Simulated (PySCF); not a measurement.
SMILES F[SiH2]C(F)(F)F (CH₂F₄Si) at its B3LYP/def2-SVP optimised geometry (Å):

```
8

F      1.4735    -1.4113    -0.0169
Si     0.9744     0.1323     0.0000
C     -0.9548     0.1323     0.0000
F     -1.4735    -0.4728     1.0847
F     -1.4707    -0.4723    -1.0864
F     -1.3976     1.4113     0.0000
H      1.4317     0.8121    -1.2333
H      1.4333     0.7870     1.2464
```

Computed with B3LYP/def2-TZVP run with PySCF. Cells within 0.4 Å of a nucleus heavier than hydrogen are left out (blank, or x).

Map of the electron localisation function on the plane z = 0.0 Å:

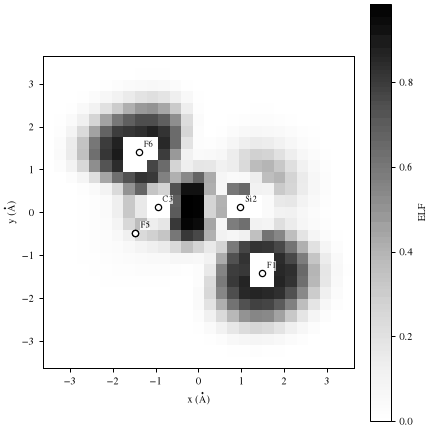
*Electron localisation function on the plane z = 0.0 Å.*
